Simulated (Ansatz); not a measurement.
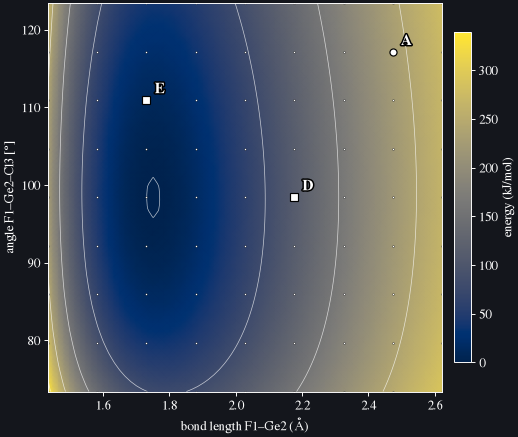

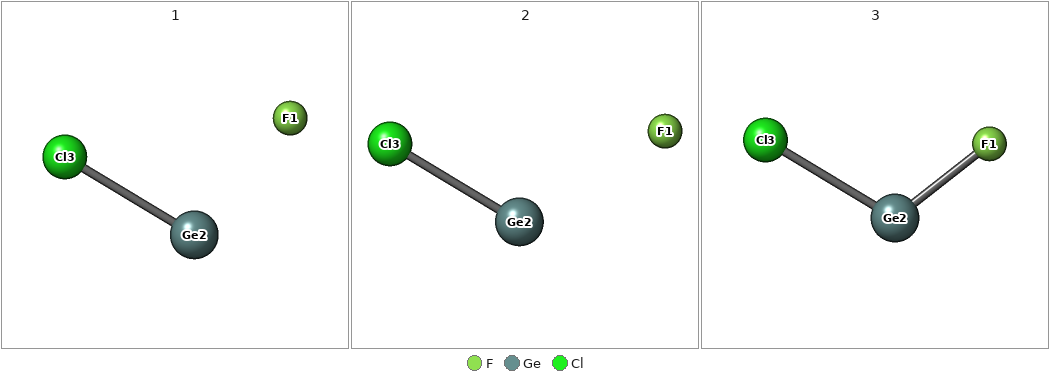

ClFGe, SMILES [F][Ge][Cl]. 
- First axis: bond length F1–Ge2. Second axis: angle F1–Ge2–Cl3.
- Nothing is relaxed (all other coordinates rigid).
- Grid: 9 × 9 points.
- Points are written as (first, second).
- Energies are in kJ/mol, from the lowest grid point.
- The reference is spin-restricted, which grows unreliable where a bond is stretched far.
- These are results of Ansatz, RKS PBE0-D4/def2-TZVP, not measurements.

In the figure: a smooth colour map with a few white contour lines, dots at the grid points, lettered points. Between grid points the surface is interpolated. The numbered pictures are the structures at these points, in random order.

Q: Which structure belongs to which point?

A: A is structure 2: (2.473 Å, 117.1°), 227 kJ/mol; D is structure 1: (2.176 Å, 98.4°), 111 kJ/mol; E is structure 3: (1.731 Å, 110.9°), 11 kJ/mol.
